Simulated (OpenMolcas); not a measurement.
## Co³⁺ complex: multiconfigurational calculation (part 2 of 2)

Continued. System: Co³⁺ with 6 ligands (F; octahedron, 2.011 Å), embedded in K2NaGaF6 by model potentials and point charges, whose field is part of the energies. Method: state-averaged CASSCF, active space 6 electrons in the shell 3d, basis ANO-RCC-VDZP on the metal and ANO-RCC-VDZP on the ligands, DKH2 scalar Hamiltonian, spin-orbit coupling by RASSI with atomic mean-field integrals (OpenMolcas).

**Log (extracts), continued**
```
    41             0.0928575546        2.5880192860          20873.7833
Weights of the five most important spin-orbit-free states for each spin-orbit state.

 SO State  Total energy (au)           Spin-free states, spin, and weights
 -------------------------------------------------------------------------------------------------------
    1        -0.002250       3 2.0  0.3634    1 2.0  0.3273    2 2.0  0.3073    4 2.0  0.0007   26 1.0  0.0006
    2        -0.002250       2 2.0  0.3834    3 2.0  0.3073    1 2.0  0.3073   26 1.0  0.0006    5 2.0  0.0005
    3        -0.002250       1 2.0  0.3634    3 2.0  0.3273    2 2.0  0.3073   26 1.0  0.0006    5 2.0  0.0006
    4        -0.001020       3 2.0  0.6633    1 2.0  0.1662    2 2.0  0.1655    5 2.0  0.0015    4 2.0  0.0015
    5        -0.001020       2 2.0  0.4978    1 2.0  0.4972    4 2.0  0.0015    5 2.0  0.0015    6 1.0  0.0004
    6        -0.000916       3 2.0  0.7393    2 2.0  0.1287    1 2.0  0.1287    5 2.0  0.0018   11 1.0  0.0003
    7        -0.000916       2 2.0  0.6806    1 2.0  0.1874    3 2.0  0.1287    4 2.0  0.0011    5 2.0  0.0008
    8        -0.000916       1 2.0  0.6806    2 2.0  0.1874    3 2.0  0.1287    4 2.0  0.0016   10 1.0  0.0003
    9         0.000761       2 2.0  0.3300    1 2.0  0.3300    3 2.0  0.3300    5 2.0  0.0031    4 2.0  0.0031
   10         0.000993       3 2.0  0.3703    1 2.0  0.3310    2 2.0  0.2935    4 2.0  0.0019    5 2.0  0.0009
   11         0.000993       3 2.0  0.3703    2 2.0  0.3310    1 2.0  0.2935    4 2.0  0.0022    8 1.0  0.0009
   12         0.000993       1 2.0  0.3703    2 2.0  0.3703    3 2.0  0.2541    5 2.0  0.0027    6 1.0  0.0009
```

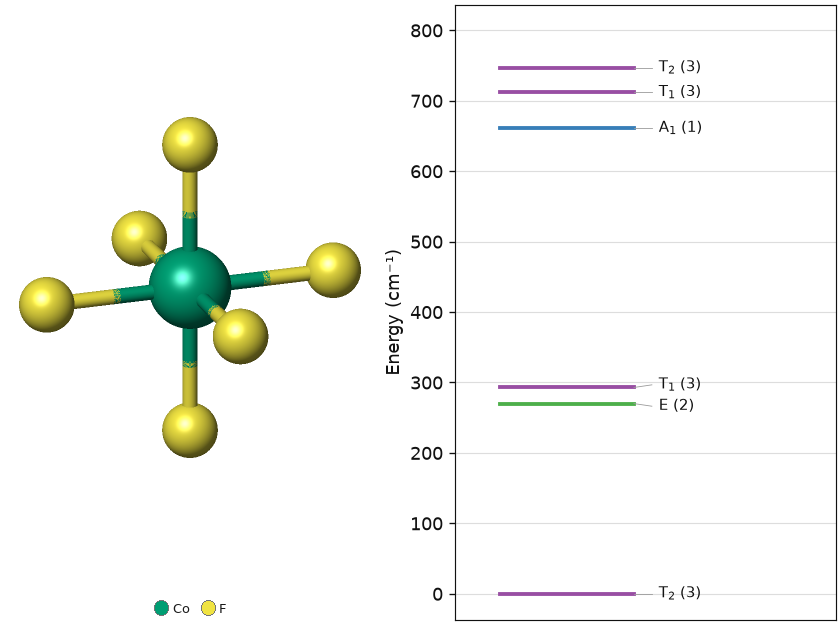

*Co³⁺ (3d⁶) as a dopant in K₂NaGaF₆, a cluster with its 6 nearest F⁻ at 2.011 Å (octahedron) embedded in model potentials and point charges; the geometry was set, not optimised, and its levels. Labels give the representation in O, Td, D4 or D3 as the site allows (double group for half-integer spin) where it could be assigned and, in brackets, the degeneracy; spin-free states, where drawn, share the zero of the spin-orbit levels.*

The ground level is T₂, 3-fold degenerate, 100 % from states of spin multiplicity 5. The next level lies at 270 cm⁻¹ (E). The active orbitals hold 90 to 98 % metal character (Löwdin), and the Mulliken charge of the metal is +2.03.

**The input**
```
&GATEWAY
Basis set
Co.ANO-RCC-VDZP.
Co1 0.0 0.0 0.0 Angstrom
End of basis
Basis set
F.ANO-RCC-VDZP.
L1 2.011000 0.000000 0.000000 Angstrom
L2 0.000000 2.011000 0.000000 Angstrom
L3 0.000000 0.000000 2.011000 Angstrom
End of basis
Basis set
Na.EMB-AIMP.Barandiaran.6s3p.1s1p.ECP.K2NaGaF6.
PseudoCharge
* 3 symmetry-unique lattice sites within 7.6 angstrom
End of basis
Basis set
K.EMB-AIMP.Barandiaran.0s.0s.ECP.K2NaGaF6.
PseudoCharge
* 16 symmetry-unique lattice sites within 7.6 angstrom
End of basis
Basis set
Na.EMB-AIMP.Barandiaran.0s.0s.ECP.K2NaGaF6.
PseudoCharge
* 4 symmetry-unique lattice sites within 7.6 angstrom
End of basis
Basis set
F.EMB-AIMP.Barandiaran.0s.0s.ECP.K2NaGaF6.
PseudoCharge
* 39 symmetry-unique lattice sites within 7.6 angstrom
End of basis
Basis set
Ga.EMB-AIMP.Barandiaran.0s.0s.ECP.K2NaGaF6.
PseudoCharge
* 6 symmetry-unique lattice sites within 7.6 angstrom
End of basis
Symmetry
XYZ
AngMom=0.0 0.0 0.0
AMFI
RICD
XField
1521 Angstrom 0
* Evjen-weighted lattice charges
&SEWARD
&RASSCF
FileOrb=start.orb
Symmetry=1
Spin=5
nActEl=6 0 0
Inactive=18 21
Ras2=5 0
CIRoot=5 5 1
SDav=5
CIMx=300
Iter=150 100
PrWF=0.3
OrbListing=Nothing
MaxOrb=0
LevShft=1.0
>>> COPY $Project.JobIph JOB001
&RASSCF
FileOrb=start.orb
Symmetry=1
Spin=3
nActEl=6 0 0
Inactive=18 21
Ras2=5 0
CIRoot=45 45 1
SDav=45
CIMx=300
Iter=150 100
PrWF=0.3
OrbListing=Nothing
MaxOrb=0
LevShft=1.0
>>> COPY $Project.JobIph JOB002
&RASSCF
FileOrb=start.orb
Symmetry=1
Spin=1
nActEl=6 0 0
Inactive=18 21
Ras2=5 0
CIRoot=50 50 1
SDav=50
CIMx=300
Iter=150 100
PrWF=0.3
OrbListing=Nothing
MaxOrb=0
LevShft=1.0
>>> COPY $Project.JobIph JOB003
&RASSI
NrOfJobIphs=3 5 45 50
1 2 3 4 5
1 2 3 4 5 6 7 8 9 10 11 12 13 14 15 16 17 18 19 20 21 22 23 24 25 26 27
28 29 30 31 32 33 34 35 36 37 38 39 40 41 42 43 44 45
1 2 3 4 5 6 7 8 9 10 11 12 13 14 15 16 17 18 19 20 21 22 23 24 25 26 27
28 29 30 31 32 33 34 35 36 37 38 39 40 41 42 43 44 45 46 47 48 49 50
IphNames
JOB001
JOB002
JOB003
EJob
SpinOrbit
DIPRint=1.0
SOCoupling=1000.0
Subsets=2
Property=9
'ANGMOM' 1 'ANGMOM' 2 'ANGMOM' 3 'MLTPL  1' 1 'MLTPL  1' 2 'MLTPL  1' 3
'AMFI' 1 'AMFI' 2 'AMFI' 3
SOProperty=3
'ANGMOM' 1 'ANGMOM' 2 'ANGMOM' 3
```

The file start.orb holds starting orbitals from an earlier step. A driver script formed the levels outside the program, from RASSI's spin-orbit matrix and the active-space energies, averaged over the components of each term or state.

Command:
```bash
OMP_NUM_THREADS=1 MOLCAS_MEM=2457 MOLCAS_PROJECT=a pymolcas a.inp > a.log  # once for each step of the input, in one work folder
```

**Results in brief**

| quantity | value |
| --- | --- |
| outcome | converged |
| energy of the lowest spin-free term | −1990.28493 hartree |
| energy of the lowest spin-orbit level | −1990.28718 hartree |
| largest spread among components of a term | 0.0 cm⁻¹ |
| hardware | 1 thread of Arm Neoverse V2, 24 GiB of memory available, shared host |
| wall time | 38 s |
| peak memory | 0.18 GiB |

**Notes**

Without dynamic correlation the splittings between terms come out too large, often by 20 to 50 %. Caveats: small active space favours high spin, ground spin may be wrong; the geometry is set by hand, with no relaxation.
